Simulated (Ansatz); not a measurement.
# RuO4: inputs that go wrong

4 inputs were typed for RuO4. Each is run as it stands; the log then has to tell whether the result can be used.

Program: Ansatz 0.2.0, Gaussian basis. Level of theory: the settings change from run to run. These are calculated values, not measurements.

4 further runs of the same task are left out: 1 for a known fault of the program, 3 set aside as unsound or not needed.

## Step 1: The molecule

The structure was relaxed beforehand with PBE-D4/def2-SVP. Ru takes a core potential in def2 sets; no spin-orbit term is included.

5 atoms, charge 0, spin multiplicity 1.

Atoms are counted from 1 here; the program's logs count them from 0.

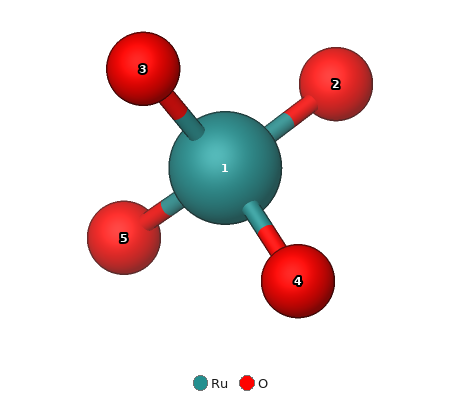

The geometry (ruthenium teal, oxygen red); atoms are numbered from 1 in the order of the file.

## Step 2: Attempt 1

in.yaml reads:

```yaml
crystal:
  periodic: [false, false, false]
  atoms:
    - {symbol: Ru, position_ang: [-0.000002, -0.000000, -0.000000]}
    - {symbol: O, position_ang: [0.010558, -0.017960, 1.694309]}
    - {symbol: O, position_ang: [1.593972, 0.010469, -0.574679]}
    - {symbol: O, position_ang: [-0.806061, 1.387165, -0.545125]}
    - {symbol: O, position_ang: [-0.798478, -1.379674, -0.574506]}
basis:
  gaussian: {orbitals: def2-TZVPP}
hamiltonian: {xc: {name: HF}}
correlation: {active_space: {window: {electrons: 6, orbitals: 2}}}
scf: {omitted_lower_state_checks: [starts]}
output: {forces: true}
```

Command:

```
ansatz run in.yaml --threads 2 --pin off --events-out ev --progress --plain --max-ram 4352MiB
```

What it wrote:

```text
Functional definition: HF
  name "HF"
  cite "Fock, Z. Phys. 61, 126 (1930) doi:10.1007/BF01340294"
  parent pbe
  exchange = exact_x
  correlation = 0
these checks for a lower state are left out or cut short: starts
1232 factors; integrals over basis functions are off by at most 7.8e-4 eV
mean field evaluation 1: about -10682.8249 eV, gradient 1.1e2 eV
mean field evaluation 2: about -10683.2847 eV, gradient 1.1e2 eV
mean field evaluation 4: about -10703.2698 eV, gradient 7.3e0 eV
mean field evaluation 8: about -10703.4340 eV, gradient 1.5e0 eV
mean field evaluation 16: about -10703.4456 eV, gradient 4.9e-5 eV
mean field -10703.44561997 eV, -393.3443714780 hartree, gradient 2.6e-6 eV, S^2 0.000000; 0 other end points of the search recorded, 0 dependent functions left out
reference -10703.44561997 eV, -393.3443714780 hartree; 24, 24 occupied and 156, 156 virtual orbitals, 1232 factors
Error: 6 electrons in 2 orbitals form no window around the highest filled level of the reference
```

Wall time 1.9 s (2 threads of Intel Xeon 6975P-C, shared host).

Diagnosis: It ended in an error. The active space doesn't fit the electrons. Cure: choose a window whose electrons and orbitals fit the reference.

## Step 3: Attempt 2

in.yaml reads:

```yaml
crystal:
  periodic: [true, true, true]
  atoms:
    - {symbol: Ru, position_ang: [-0.000002, -0.000000, -0.000000]}
    - {symbol: O, position_ang: [0.010558, -0.017960, 1.694309]}
    - {symbol: O, position_ang: [1.593972, 0.010469, -0.574679]}
    - {symbol: O, position_ang: [-0.806061, 1.387165, -0.545125]}
    - {symbol: O, position_ang: [-0.798478, -1.379674, -0.574506]}
basis:
  gaussian: {orbitals: def2-mTZVP, final_grid: {core_spheres: 8, valence_spheres: 7, degree: 23}}
total_charge: -1
magnetization: {spin_polarized: true, initial_magnetization: 1}
hamiltonian: {xc: {name: B97M-V}}
output: {forces: true}
```

Same command.

What it wrote:

```text
Error: YAML parse error: error: line 2 column 3: crystal: missing field `lattice` (a structure is typed as `lattice` and `atoms`, a molecule's as `atoms` in Å alone, or read from a run's directory, `checkpoint`)
 --> <input>:2:3
  |
1 | crystal:
2 |   periodic: [true, true, true]
  |   ^ crystal: missing field `lattice` (a structure is typed as `lattice` and `atoms`, a molecule's as `atoms` in Å alone, or read from a run's directory, `checkpoint`)
3 |   atoms:
4 |     - {symbol: Ru, position_ang: [-0.000002, -0.000000, -0.000000]}
  |
```

Run time: 0.05 s. Hardware: 2 threads of Intel Xeon 6975P-C, shared host.

Diagnosis: Refused before any calculation. The molecule is marked periodic without a cell. It also asks for charge -1 and multiplicity 2, another species or state than the molecule above. To mend it, set periodic to false, or give a lattice, and set charge and spin to those of the species named.

## Step 4: Attempt 3

in.yaml reads:

```yaml
crystal:
  periodic: [false, false, false]
  atoms:
    - {symbol: Ru, position_ang: [-0.000002, -0.000000, -0.000000]}
    - {symbol: O, position_ang: [0.010558, -0.017960, 1.694309]}
    - {symbol: O, position_ang: [1.593972, 0.010469, -0.574679]}
    - {symbol: O, position_ang: [-0.806061, 1.387165, -0.545125]}
    - {symbol: O, position_ang: [-0.798478, -1.379674, -0.574506]}
basis:
  gaussian: {orbitals: def2-SVPD}
total_charge: 4
magnetization: {spin_polarized: true, initial_magnetization: 0}
hamiltonian: {xc: {name: wB97M-V}}
```

The command is unchanged.

What it wrote:

```text
Functional definition: wB97M-V
  name "wB97M-V"
  cite "Mardirossian & Head-Gordon, J. Chem. Phys. 144, 214110 (2016) doi:10.1063/1.4952647"
  cite "Becke, J. Chem. Phys. 107, 8554 (1997) doi:10.1063/1.475007"
  cite "Vydrov & Van Voorhis, J. Chem. Phys. 133, 244103 (2010) doi:10.1063/1.3521275"
  # Of w^i u^j: cxij and so on, Table III.
  parameter omega = 0.3/bohr
  parameter cx = 0.15
  parameter cx01 = 1.007
  parameter cx10 = 0.259
  parameter css00 = 0.443
  parameter css04 = -1.437
  parameter css10 = -4.535
  parameter css20 = -3.390
  parameter css43 = 4.278
  parameter cos00 = 1.000
  parameter cos10 = 1.358
  parameter cos20 = 2.924
  parameter cos21 = -8.812
  parameter cos60 = -1.390
  parameter cos61 = 9.142
  parameter b = 6.0
  parameter c = 0.01
  gx(w, u) = 1 - cx + cx01*u + cx10*w
  gss(w, u) = css00 + css04*u^4 + css10*w + css20*w^2 + css43*w^4*u^3
  gos(w, u) = cos00 + cos10*w + (cos20 + cos21*u)*w^2 + (cos60 + cos61*u)*w^6
  exchange = spin_sum(e_x_unif_sr(omega)*gx(b97_w, b97_u_x)) + cx*exact_x_sr(omega) + exact_x_lr(omega)
  correlation = spin_sum(e_c_pw_mod_same_spin*gss(b97_w, b97_u_same))
      + integral(e_c_pw_mod_opposite_spin*gos(b97_w_opposite, b97_u_opposite)) + vv10(b, c)
1063 factors; their error is unknown
344 factors; integrals over basis functions are off by at most 1.9e-5 eV
mean field evaluation 1: about -10651.9218 eV, gradient 3.9e1 eV
mean field evaluation 2: about -10631.3157 eV, gradient 8.3e1 eV
mean field evaluation 4: about -10656.8982 eV, gradient 1.5e1 eV
mean field evaluation 8: about -10657.8440 eV, gradient 9.0e-1 eV
mean field evaluation 16: about -10657.9185 eV, gradient 1.4e-2 eV
mean field evaluation 32: about -10662.7871 eV, gradient 2.9e-2 eV
mean field evaluation 64: about -10552.0439 eV, gradient 1.5e2 eV
mean field evaluation 96: about -10558.3655 eV, gradient 1.5e2 eV
mean field evaluation 128: about -10662.0402 eV, gradient 2.4e0 eV
mean field evaluation 160: about -10662.1304 eV, gradient 1.7e-1 eV
mean field evaluation 192: about -10662.7261 eV, gradient 1.7e0 eV
mean field evaluation 224: about -10659.6617 eV, gradient 8.1e0 eV
mean field evaluation 256: about -10663.0444 eV, gradient 1.0e0 eV
mean field evaluation 288: about -10642.3122 eV, gradient 6.0e1 eV
mean field evaluation 320: about -10657.9011 eV, gradient 1.5e-2 eV
Error: SIGTERM received: run cancelled behind 329 evaluations of the mean field
```

Run time: 91 s. Hardware: 2 threads of Intel Xeon 6975P-C, shared host.

Diagnosis: Time ran out. The charge is far from anything that the molecule holds. It asks for charge +4; the species has 0. Cure: type the charge that the molecule really has.

## Step 5: Attempt 4

in.yaml reads:

```yaml
crystal:
  periodic: [false, false, false]
  atoms:
    - {symbol: Ru, position_ang: [0.017512, -0.052689, -0.038438]}
    - {symbol: O, position_ang: [0.013404, -0.021664, 1.721023]}
    - {symbol: O, position_ang: [1.559660, 0.000542, -0.578068]}
    - {symbol: O, position_ang: [-0.820409, 1.393820, -0.539881]}
    - {symbol: O, position_ang: [-0.757084, -1.353776, -0.550548]}
basis:
  gaussian: {orbitals: def2-mTZVP}
hamiltonian: {xc: {name: wB97X-D}}
scf: {omitted_lower_state_checks: [starts]}
```

Launched as before.

What it wrote:

```text
Error: YAML parse error: error: line 11 column 19: hamiltonian.xc: no functional is named "wB97X-D"; the names, which are not case-sensitive, are SVWN5, SPW92, PBE, PBE0, PBEsol, revPBE, revPBE0, RPBE, rPW86-PBE, HSE06, wPBEh, LC-wPBE, HISS, HF, BLYP, B3LYP, B3LYP5, BHLYP, CAM-B3LYP, r2SCAN, r2SCANh, r2SCAN0, r2SCAN50, m-r2SCAN, B97, wB97, wB97X, wB97X-V, B97M-V, wB97M-V, B2PLYP, B2GP-PLYP, PBE0-DH, PBE-QIDH
  --> <input>:11:19
   |
 9 | basis:
10 |   gaussian: {orbitals: def2-mTZVP}
11 | hamiltonian: {xc: {name: wB97X-D}}
   |                   ^ hamiltonian.xc: no functional is named "wB97X-D"; the names, which are not case-sensitive, are SVWN5, SPW92, PBE, PBE0, PBEsol, revPBE, revPBE0, RPBE, rPW86-PBE, HSE06, wPBEh, LC-wPBE, HISS, HF, BLYP, B3LYP, B3LYP5, BHLYP, CAM-B3LYP, r2SCAN, r2SCANh, r2SCAN0, r2SCAN50, m-r2SCAN, B97, wB97, wB97X, wB97X-V, B97M-V, wB97M-V, B2PLYP, B2GP-PLYP, PBE0-DH, PBE-QIDH
12 | scf: {omitted_lower_state_checks: [starts]}
   |
```

It took 0.05 s on 2 threads of Intel Xeon 6975P-C, shared host.

**Diagnosis.** Refused before any calculation. The method's name isn't one that the program takes here. Its coordinates are also moved off the relaxed structure. Fix: name a functional that the program knows.

## Step 6: Summary

| attempt | level | ended | cause | time |
| --- | --- | --- | --- | --- |
| 1 | HF/def2-TZVPP | stopped by an error | the active space doesn't fit the electrons | 1.9 s |
| 2 | B97M-V/def2-mTZVP | refused | the molecule is marked periodic without a cell | 0.05 s |
| 3 | wB97M-V/def2-SVPD | timeout | the charge is far from anything that the molecule holds | 91 s |
| 4 | wB97X-D/def2-mTZVP | refused | the method's name isn't one that the program takes here | 0.05 s |

**Reading.** 1 stopped by an error, 2 refused, 1 timeout. A refusal costs next to no computing time.
